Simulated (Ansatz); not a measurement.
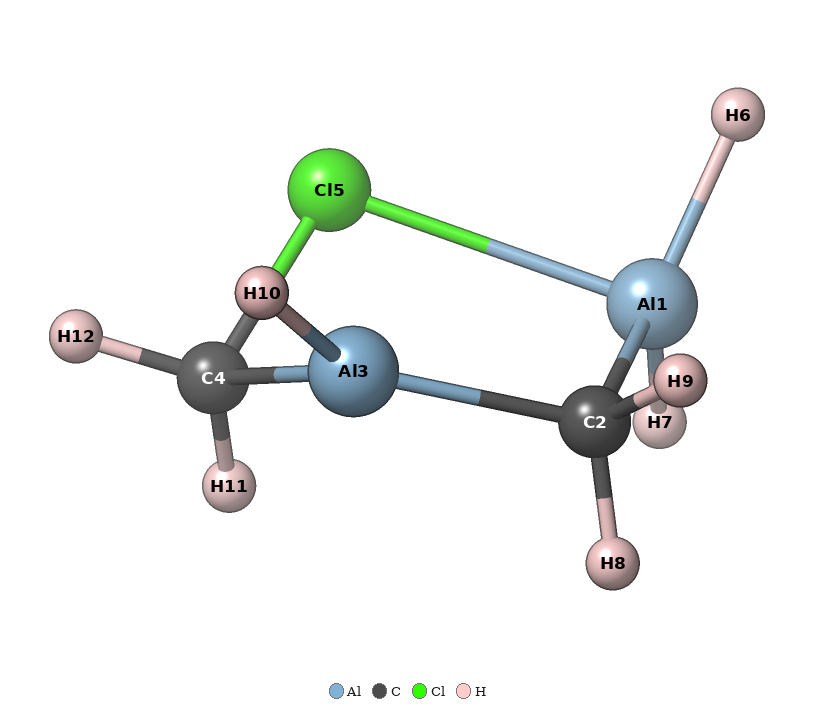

Depth is shown by fading: the farther an atom, the more it takes the colour of the background. Computed geometry: PBE-D4/def2-SVP optimisation. No frequency run is at hand to confirm it as a minimum.

> How is the 5-membered ring Al1–C2–Al3–C4–Cl5 puckered?

It is an envelope, with C4 as the flap. The Cremer–Pople amplitude Q is 0.77 Å.

> Give the torsion angles round the ring, beginning with the bond from its second to its third atom.

39°, −64°, 51°, −34°, −3°.
